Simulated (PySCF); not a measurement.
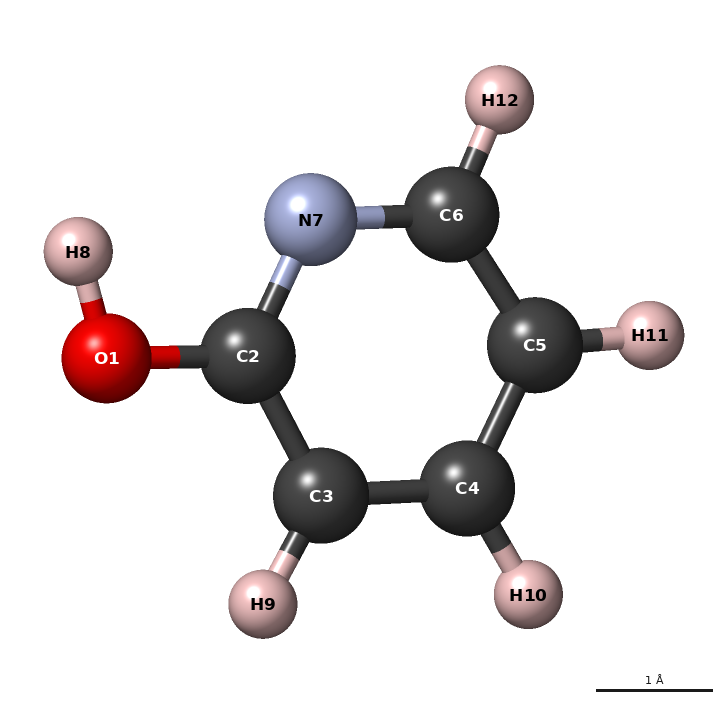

The atoms are numbered. Computed geometry: PBE0-D3(BJ)/def2-SVP optimisation. No frequency run is at hand to confirm it as a minimum.

Q: What is the geometry at O1?

A: O1 has 2 neighbours (C2 at 1.34, H8 at 0.97 Å); the arrangement is bent.

Q: What is the geometry at C3?

A: C3 has 3 neighbours (C2 at 1.40, C4 at 1.39, H9 at 1.09 Å); the arrangement is trigonal planar.

Q: Describe the coordination of atom 7.

A: N7 has 2 neighbours (C2 at 1.32, C6 at 1.33 Å); the arrangement is bent.

Q: What is the geometry at C2?

A: C2 has 3 neighbours (O1 at 1.34, C3 at 1.40, N7 at 1.32 Å); the arrangement is trigonal planar.

Q: What is the dihedral angle C3–C2–N7–C6?

A: 0° in size, that is syn (eclipsed).
